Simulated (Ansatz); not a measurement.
The figure comes from a scan of MgO (rock salt): volume and axial ratio are varied about the relaxed values (subscript 0). The numbers are results of PBE (plane waves to 420 eV, PAW, scalar-relativistic; Ansatz, a quantum-chemistry and plane-wave program), not measurements. k mesh 13×13×13 (Γ-centred), Fermi-Dirac smearing 0.05 eV. The energy includes the smearing's −TS. MgO was relaxed with its symmetry unable to fall. The zero of ΔE is the relaxed starting cell.

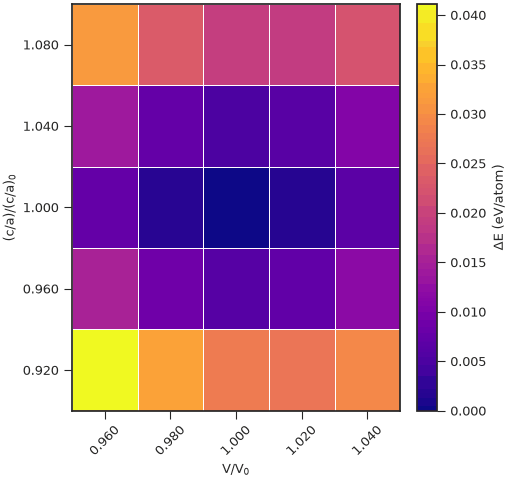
*ΔE (eV/atom), one tile a computed point.*

### Question
List the plotted points as numbers.

### Answer
To the nearest 0.005:

ΔE (eV/atom), with V/V₀ across and (c/a)/(c/a)₀ down:

```tsv
(c/a)/(c/a)₀ \ V/V₀	0.960	0.980	1.000	1.020	1.040
0.920	0.040	0.030	0.030	0.025	0.030
0.960	0.015	0.010	0.005	0.005	0.010
1.000	0.010	0.000	0.000	0.000	0.005
1.040	0.015	0.010	0.005	0.005	0.010
1.080	0.030	0.025	0.020	0.020	0.020
```

(A scan under strain: stresses follow from slopes of the energy per volume, elastic moduli from its curvatures.)
